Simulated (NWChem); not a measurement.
## Single-point calculation of CF$_{4}$

- system: CF$_{4}$, multiplicity 3
- method: HF/3-21G, UHF (NWChem 7.3.0)

The run did not end well. The geometry is that of the parent species in another charge or spin state. The geometry comes from this level: PBE0-D4/def2-TZVP.

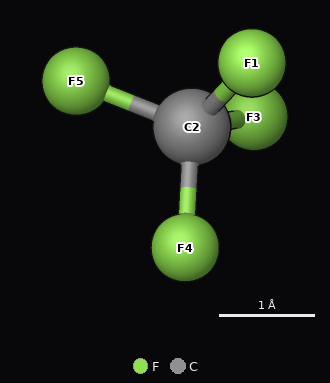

Fig. 1: The input geometry (ball-and-stick view, seen at a tilt; atoms are numbered from 1 in the order of the input).

**Input**
```
start job
title "CF4"
memory stack 880 mb heap 220 mb global 1100 mb

geometry units angstrom noautosym nocenter noautoz
 F    -0.850100    0.025300    0.989500
 C     0.010000   -0.014700   -0.008300
 F     1.157500   -0.501300    0.420100
 F    -0.464000   -0.786000   -0.966200
 F     0.196600    1.203000   -0.476700
end

basis "ao basis" spherical bse
 * library 3-21G
end

scf
 triplet
 uhf
 thresh 1e-08
 maxiter 80
 print low
end

task scf
```

Launched with:
```bash
nwchem job.nw > job.out
```

**Output**
```
Northwest Computational Chemistry Package (NWChem) 7.3.0
             --------------------------------------------------------

           Job information
           ---------------

    nwchem branch   = 7.3.0
    use scalapack   = T
    input           = job.nw
    prefix          = job.
    data base       = ./job.db
    status          = startup
    nproc           =        1

           Memory information
           ------------------

    heap     =     28835840 doubles =      220.0 Mbytes
    stack    =    115343357 doubles =      880.0 Mbytes
    global   =    144179200 doubles =     1100.0 Mbytes (distinct from heap & stack)
    total    =    288358397 doubles =     2200.0 Mbytes
    verify   = yes
    hardfail = no

           Directory information
           ---------------------

  0 permanent = .
  0 scratch   = .

                                NWChem Input Module
                                -------------------

                                        CF4
                                        ---

 Scaling coordinates for geometry "geometry" by  1.889725989
 (inverse scale =  0.529177249)

                             Geometry "geometry" -> ""
                             -------------------------

 Output coordinates in angstroms (scale by  1.889725989 to convert to a.u.)

  No.       Tag          Charge          X              Y              Z
 ---- ---------------- ---------- -------------- -------------- --------------
    1 F                    9.0000    -0.85010000     0.02530000     0.98950000
    2 C                    6.0000     0.01000000    -0.01470000    -0.00830000
    3 F                    9.0000     1.15750000    -0.50130000     0.42010000
    4 F                    9.0000    -0.46400000    -0.78600000    -0.96620000
    5 F                    9.0000     0.19660000     1.20300000    -0.47670000

      Atomic Mass
      -----------

      F                 18.998400
      C                 12.000000

 Effective nuclear repulsion energy (a.u.)     206.2200701498

            Nuclear Dipole moment (a.u.)
            ----------------------------
        X                 Y               Z
 ---------------- ---------------- ----------------
     0.7936849152    -1.1701183321    -0.6604592330

            XYZ format geometry
            -------------------
     5
 geometry
 F                    -0.85010000     0.02530000     0.98950000
 C                     0.01000000    -0.01470000    -0.00830000
 F                     1.15750000    -0.50130000     0.42010000
 F                    -0.46400000    -0.78600000    -0.96620000
 F                     0.19660000     1.20300000    -0.47670000

 ==============================================================================
                                internuclear distances
 ------------------------------------------------------------------------------
       center one      |      center two      | atomic units |  angstroms
 ------------------------------------------------------------------------------
    2 C                |   1 F                |     2.49055  |     1.31794
    3 F                |   2 C                |     2.49061  |     1.31798
    4 F                |   2 C                |     2.49068  |     1.31801
    5 F                |   2 C                |     2.49058  |     1.31796
 ------------------------------------------------------------------------------
                         number of included internuclear distances:          4
 ==============================================================================

 ==============================================================================
                                 internuclear angles
 ------------------------------------------------------------------------------
        center 1       |       center 2       |       center 3       |  degrees
 ------------------------------------------------------------------------------
    1 F                |   2 C                |   3 F                |   109.47
    1 F                |   2 C                |   4 F                |   109.47
    1 F                |   2 C                |   5 F                |   109.48
    3 F                |   2 C                |   4 F                |   109.47
    3 F                |   2 C                |   5 F                |   109.47
    4 F                |   2 C                |   5 F                |   109.47
 ------------------------------------------------------------------------------
                            number of included internuclear angles:          6
 ==============================================================================

 Summary of "ao basis" -> "" (spherical)
 ------------------------------------------------------------------------------
       Tag                 Description            Shells   Functions and Types
 ---------------- ------------------------------  ------  ---------------------
 *                           3-21G                    on all atoms

                      Basis "ao basis" -> "ao basis" (spherical)
                      -----
  [basis functions not shown]

 Summary of "ao basis" -> "ao basis" (spherical)
 ------------------------------------------------------------------------------
       Tag                 Description            Shells   Functions and Types
 ---------------- ------------------------------  ------  ---------------------
 F                           3-21G                   5        9   3s2p
 C                           3-21G                   5        9   3s2p

                                 NWChem SCF Module
                                 -----------------

                                        CF4

  ao basis        = "ao basis"
  functions       =    45
  atoms           =     5
  alpha electrons =    22
  beta  electrons =    20
  charge          =   0.00
  wavefunction    = UHF
  input vectors   = atomic
  output vectors  = ./job.movecs
  use symmetry    = F
  symmetry adapt  = F

 Forming initial guess at       0.0s

 Starting SCF solution at       0.0s

  ga_iter_lsolve: convergence stagnant ... aborting solve

      Calculation failed to converge
      ------------------------------

       Final UHF  results
       ------------------

         Total SCF energy =   -432.772847056879
      One electron energy =  -1014.077179164151
      Two electron energy =    375.084261957448
 Nuclear repulsion energy =    206.220070149824

                       Sz =      1.0000
                 Sz(Sz+1) =      2.0000
                      S^2 =      2.0059

        Time for solution =      6.1s

 ------------------------------------------------------------------------
 scf energy failed                                                                                  0
 ------------------------------------------------------------------------
 ------------------------------------------------------------------------
  current input line :
    25: task scf
 ------------------------------------------------------------------------
 ------------------------------------------------------------------------
 This type of error is most commonly associated with calculations not reaching convergence criteria
 ------------------------------------------------------------------------

0:scf energy failed:Received an Error in Communication
  Errorcode: -1
```

**Outcome**

```tsv
quantity	value
outcome	not converged
basis functions	45
hardware	1 thread of AMD EPYC (Zen 5), 16 GiB of memory available, shared host
wall time	6.9 s
peak memory	0.099 GiB
```

The run did not converge. Its last values are not results. Notes on the run: scf energy failed.
